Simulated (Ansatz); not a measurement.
# C2H8AlBSi: small, medium and large basis sets

How large a basis does C2H8AlBSi need? Two functionals are run in growing sets.

Program: Ansatz 0.2.0, Gaussian basis. Level of theory: one geometry, several basis sets. These are calculated values, not measurements.

Plan: PBE0-D4/def2-SVP; ωB97M-V/def2-SVP; PBE0-D4/def2-QZVPP; ωB97M-V/def2-QZVPP; the functionals' def2-TZVPP values are taken from earlier runs.

## Step 1: Structure used throughout

The geometry comes from an earlier relaxation with PBE0-D4 in a triple-zeta def2 set; it is a stationary point, not always the lowest conformer.

SMILES `[AlH2][SiH]1CBC1`, 13 atoms, charge 0, spin multiplicity 1.

Atoms are counted from 1 here; the program's logs count them from 0.

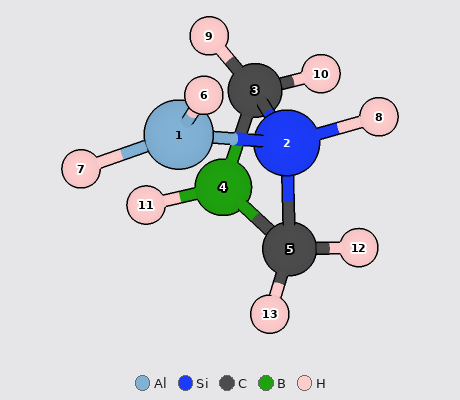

The structure; aluminium light blue, silicon blue, carbon dark grey, boron green, hydrogen pink; atoms are numbered from 1 in the order of the file.

## Step 2: PBE0-D4 in def2-SVP

The input, in.yaml:

```yaml
crystal:
  periodic: [false, false, false]
  atoms:
    - {symbol: Al, position_ang: [-2.487045, -0.000091, 0.250274]}
    - {symbol: Si, position_ang: [-0.112633, -0.360239, 0.697290]}
    - {symbol: C, position_ang: [1.107030, 1.141565, 0.426335]}
    - {symbol: B, position_ang: [1.082797, 0.418394, -0.938386]}
    - {symbol: C, position_ang: [1.002452, -1.108404, -0.717507]}
    - {symbol: H, position_ang: [-3.598818, -0.339836, 1.333670]}
    - {symbol: H, position_ang: [-2.919654, 0.597249, -1.155568]}
    - {symbol: H, position_ang: [0.220279, -1.026684, 1.986586]}
    - {symbol: H, position_ang: [0.822909, 2.185857, 0.509230]}
    - {symbol: H, position_ang: [1.886968, 0.878790, 1.145111]}
    - {symbol: H, position_ang: [0.602074, 0.935370, -1.909259]}
    - {symbol: H, position_ang: [1.774620, -1.589900, -0.112479]}
    - {symbol: H, position_ang: [0.639221, -1.766569, -1.500398]}
basis:
  gaussian: {orbitals: def2-SVP}
hamiltonian: {xc: pbe0, dispersion: d4}
output: {orbitals: {seedname: orbitals}}
```

Launch:

```console
$ ansatz run in.yaml --threads 4 --pin off --events-out ev --progress --plain --max-ram 10444MiB
```

Standard output:

```text
Functional definition: PBE0
  name "PBE0"
  cite "Adamo & Barone, J. Chem. Phys. 110, 6158 (1999) doi:10.1063/1.478522"
  cite "Perdew, Burke & Ernzerhof, Phys. Rev. Lett. 77, 3865 (1996) doi:10.1103/PhysRevLett.77.3865"
  parent pbe
  parameter a = 0.25
  parameter kappa = 0.804
  parameter beta = 0.06672455060314922
  exchange = (1 - a)*pbe_x(kappa = kappa, mu = beta*pi^2/3) + a*exact_x
  correlation = pbe_c(beta = beta)
1356 factors; their error is unknown
mean field evaluation 1: about -17328.8644 eV, gradient 5.7e1 eV
mean field evaluation 2: about -17316.9900 eV, gradient 8.0e1 eV
mean field evaluation 4: about -17337.4403 eV, gradient 2.7e0 eV
mean field evaluation 8: about -17337.4604 eV, gradient 6.7e-2 eV
mean field evaluation 16: about -17337.6062 eV, gradient 4.2e-5 eV
mean field -17337.60619461 eV, -637.1452758004 hartree, gradient 4.2e-5 eV, S^2 0.000000; 0 other end points of the search recorded, 0 dependent functions left out
reference -17337.60622921 eV, -637.1452770718 hartree; 26, 26 occupied and 92, 92 virtual orbitals, 1356 factors
Total energy: -17337.86746389 eV, -637.1548772692 hartree
```

Run time: 0.55 s. Hardware: 4 threads of AMD EPYC 9R45, shared host.

## Step 3: ωB97M-V in def2-SVP

in.yaml, as its differences from that of step 2:

```diff
@@ -18,3 +18,3 @@
   gaussian: {orbitals: def2-SVP}
-hamiltonian: {xc: pbe0, dispersion: d4}
+hamiltonian: {xc: {name: wB97M-V}}
 output: {orbitals: {seedname: orbitals}}
```

Same command.

Standard output, cut to the lines that bear on the results:

```text
Functional definition: wB97M-V
  name "wB97M-V"
  cite "Mardirossian & Head-Gordon, J. Chem. Phys. 144, 214110 (2016) doi:10.1063/1.4952647"
  cite "Becke, J. Chem. Phys. 107, 8554 (1997) doi:10.1063/1.475007"
  cite "Vydrov & Van Voorhis, J. Chem. Phys. 133, 244103 (2010) doi:10.1063/1.3521275"
  # Of w^i u^j: cxij and so on, Table III.
[...]
  gx(w, u) = 1 - cx + cx01*u + cx10*w
  gss(w, u) = css00 + css04*u^4 + css10*w + css20*w^2 + css43*w^4*u^3
  gos(w, u) = cos00 + cos10*w + (cos20 + cos21*u)*w^2 + (cos60 + cos61*u)*w^6
[...]
      + integral(e_c_pw_mod_opposite_spin*gos(b97_w_opposite, b97_u_opposite)) + vv10(b, c)
1337 factors; their error is unknown
403 factors; integrals over basis functions are off by at most 9.9e-6 eV
[...]
mean field -17344.66135527 eV, -637.4045481724 hartree, gradient 8.2e-5 eV, S^2 0.000000; 0 other end points of the search recorded, 0 dependent functions left out
reference -17344.66141039 eV, -637.4045501981 hartree; 26, 26 occupied and 92, 92 virtual orbitals, 1337 factors
Total energy: -17344.66141039 eV, -637.4045501981 hartree
```

Run time: 1.8 s. Hardware: 4 threads of AMD EPYC 9R45, shared host.

## Step 4: PBE0-D4 in def2-QZVPP

in.yaml, as its differences from that of step 3:

```diff
@@ -17,4 +17,4 @@
 basis:
-  gaussian: {orbitals: def2-SVP}
-hamiltonian: {xc: {name: wB97M-V}}
+  gaussian: {orbitals: "def2-QZVPP.json"}
+hamiltonian: {xc: pbe0, dispersion: d4}
 output: {orbitals: {seedname: orbitals}}
```

Launched as before.

Standard output:

```text
Functional definition: PBE0
  name "PBE0"
  cite "Adamo & Barone, J. Chem. Phys. 110, 6158 (1999) doi:10.1063/1.478522"
  cite "Perdew, Burke & Ernzerhof, Phys. Rev. Lett. 77, 3865 (1996) doi:10.1103/PhysRevLett.77.3865"
  parent pbe
  parameter a = 0.25
  parameter kappa = 0.804
  parameter beta = 0.06672455060314922
  exchange = (1 - a)*pbe_x(kappa = kappa, mu = beta*pi^2/3) + a*exact_x
  correlation = pbe_c(beta = beta)
1829 factors; their error is unknown
mean field evaluation 1: about -17333.5407 eV, gradient 7.2e1 eV
mean field evaluation 2: about -17297.2541 eV, gradient 1.2e2 eV
mean field evaluation 4: about -17346.2261 eV, gradient 7.2e0 eV
mean field evaluation 8: about -17346.3639 eV, gradient 2.1e-1 eV
mean field evaluation 16: about -17346.3732 eV, gradient 1.4e-4 eV
mean field -17346.37319068 eV, -637.4674569634 hartree, gradient 3.1e-5 eV, S^2 0.000000; 0 other end points of the search recorded, 0 dependent functions left out
reference -17346.37324397 eV, -637.4674589219 hartree; 26, 26 occupied and 525, 525 virtual orbitals, 1829 factors
Total energy: -17346.63447865 eV, -637.4770591193 hartree
```

It took 4 s on 4 threads of AMD EPYC 9R45, shared host; peak memory 2.4 GiB.

## Step 5: ωB97M-V in def2-QZVPP

in.yaml, as its differences from that of step 4:

```diff
@@ -18,3 +18,3 @@
   gaussian: {orbitals: "def2-QZVPP.json"}
-hamiltonian: {xc: pbe0, dispersion: d4}
+hamiltonian: {xc: {name: wB97M-V}}
 output: {orbitals: {seedname: orbitals}}
```

Launched as before.

Standard output, cut to the lines that bear on the results:

```text
Functional definition: wB97M-V
  name "wB97M-V"
  cite "Mardirossian & Head-Gordon, J. Chem. Phys. 144, 214110 (2016) doi:10.1063/1.4952647"
  cite "Becke, J. Chem. Phys. 107, 8554 (1997) doi:10.1063/1.475007"
  cite "Vydrov & Van Voorhis, J. Chem. Phys. 133, 244103 (2010) doi:10.1063/1.3521275"
  # Of w^i u^j: cxij and so on, Table III.
[...]
  gx(w, u) = 1 - cx + cx01*u + cx10*w
  gss(w, u) = css00 + css04*u^4 + css10*w + css20*w^2 + css43*w^4*u^3
  gos(w, u) = cos00 + cos10*w + (cos20 + cos21*u)*w^2 + (cos60 + cos61*u)*w^6
[...]
      + integral(e_c_pw_mod_opposite_spin*gos(b97_w_opposite, b97_u_opposite)) + vv10(b, c)
1766 factors; their error is unknown
504 factors; integrals over basis functions are off by at most 1.1e-5 eV
[...]
mean field -17353.60967336 eV, -637.7333927971 hartree, gradient 5.8e-5 eV, S^2 0.000000; 0 other end points of the search recorded, 0 dependent functions left out
reference -17353.60975877 eV, -637.7333959358 hartree; 26, 26 occupied and 525, 525 virtual orbitals, 1766 factors
Total energy: -17353.60975877 eV, -637.7333959358 hartree
```

Wall time 9 s (4 threads of AMD EPYC 9R45, shared host); peak memory 2.7 GiB.

## Step 6: Density functionals: the series

The def2-TZVPP values come from earlier runs at the same geometry.

| functional | basis | functions | energy (eV) | from the largest (eV) | HOMO (eV) | LUMO (eV) |
| --- | --- | --- | --- | --- | --- | --- |
| PBE0-D4 | def2-SVP | 118 | -17337.8675 | 8.767 | -7.34 | -2.18 |
| PBE0-D4 | def2-TZVPP | 289 | -17346.0044 | 0.630 | -7.33 | -2.20 |
| PBE0-D4 | def2-QZVPP | 551 | -17346.6345 | 0.000 | -7.33 | -2.21 |
| ωB97M-V | def2-SVP | 118 | -17344.6614 | 8.948 | -9.33 | -0.51 |
| ωB97M-V | def2-TZVPP | 289 | -17353.0057 | 0.604 | -9.34 | -0.59 |
| ωB97M-V | def2-QZVPP | 551 | -17353.6098 | 0.000 | -9.34 | -0.68 |

## Step 7: Results

```
                                       quantity          value
PBE0-D4: double and triple zeta above quadruple  8.77, 0.63 eV
ωB97M-V: double and triple zeta above quadruple  8.95, 0.60 eV
```

In words: PBE0-D4 gains 8.14 eV from double to triple zeta, then 0.63 eV more. Total energies overstate the basis error of differences, where much of it tends to cancel.

For PBE0-D4 the largest set took about 7 times as long as the smallest (4 s against 0.55 s).
